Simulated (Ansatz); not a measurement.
Run report: Si5H2, single-point calculation

System: Si5H2.
Method: RKS wB97/def2-mTZVP (Ansatz 0.2.0).

Some settings of this run were made unusual or wrong on purpose. The geometry comes from this level: B3LYP-D4/def2-SVP.

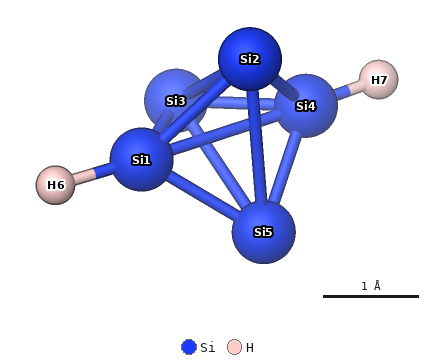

Figure 1. The structure as given in the input (ball-and-stick view, seen at a tilt; atoms are numbered from 1 in the order of the input). Bond lengths as drawn: H–Si 0.91 to 1.02 Å and Si–Si 1.43 to 1.99 Å.

## What the run reported

| quantity | value |
| --- | --- |
| outcome | converged |
| total energy | −39340.9001 eV |
| SCF solution under orbital rotations | stable |
| hardware | 4 threads of Arm Neoverse V2, 23 GiB of memory available, shared host |
| wall time | 14 s (CPU time 53 s) |
| peak memory | 0.53 GiB |

## Diagnosis

The input was spoiled on purpose: squeeze. The program still converged, but the numbers can't be taken as results for the intended system.

## Input file
```yaml
crystal:
  periodic: [false, false, false]
  atoms:
    - {symbol: Si, position_ang: [0.336670, -0.062984, -0.995500]}
    - {symbol: Si, position_ang: [0.400683, -1.101977, 0.265770]}
    - {symbol: Si, position_ang: [-0.973000, 0.091020, -0.454576]}
    - {symbol: Si, position_ang: [-0.392784, 0.062979, 0.853284]}
    - {symbol: Si, position_ang: [0.667692, 0.866540, 0.161826]}
    - {symbol: H, position_ang: [0.662166, -0.123936, -1.958452]}
    - {symbol: H, position_ang: [-0.772512, 0.123936, 1.678676]}
basis:
  gaussian: {orbitals: def2-mTZVP, fitting: {mean_field: cc-pVTZ-jkfit}}
hamiltonian: {xc: {name: wB97}}
accuracy: high
```

Launch command:
```bash
ansatz run in.yaml --threads 4 --pin off --events-out ev --progress --plain --max-ram 3916MiB
```

## Output
```
Functional definition: wB97
  name "wB97"
  cite "Chai & Head-Gordon, J. Chem. Phys. 128, 084106 (2008) doi:10.1063/1.2834918"
  cite "Becke, J. Chem. Phys. 107, 8554 (1997) doi:10.1063/1.475007"
  parameter omega = 0.4/bohr
  parameter cx1 = 1.13116
  parameter cx2 = -2.74915
  parameter cx3 = 12.0900
  parameter cx4 = -5.71642
  parameter css1 = -2.55352
  parameter css2 = 11.8926
  parameter css3 = -26.9452
  parameter css4 = 17.0927
  parameter cos1 = 3.99051
  parameter cos2 = -17.0066
  parameter cos3 = 1.07292
  parameter cos4 = 8.88211
  # The coefficients of nought are those of the uniform gas.
  exchange = spin_sum(e_x_unif_sr(omega)*poly(b97_u_x, 1, cx1, cx2, cx3, cx4)) + exact_x_lr(omega)
  correlation = spin_sum(e_c_pw_same_spin*poly(b97_u_same, 1, css1, css2, css3, css4))
      + integral(e_c_pw_opposite_spin*poly(b97_u_opposite, 1, cos1, cos2, cos3, cos4))
665 factors; integrals over basis functions are off by at most 1.7e-1 eV
665 factors; integrals over basis functions are off by at most 4.0e-6 eV
mean field evaluation 1: about -39327.3536 eV, gradient 7.5e1 eV
mean field evaluation 2: about -39329.4778 eV, gradient 7.2e1 eV
mean field evaluation 4: about -39340.8845 eV, gradient 1.4e0 eV
mean field evaluation 8: about -39340.9001 eV, gradient 8.7e-2 eV
mean field evaluation 16: about -39340.9001 eV, gradient 2.1e-5 eV
mean field -39340.90011577 eV, -1445.7514130346 hartree, gradient 6.7e-8 eV, S^2 0.000000; 0 other end points of the search recorded, 0 dependent functions left out
reference -39340.90011493 eV, -1445.7514130038 hartree; 36, 36 occupied and 80, 80 virtual orbitals, 665 factors
Total energy: -39340.90011493 eV, -1445.7514130038 hartree
```
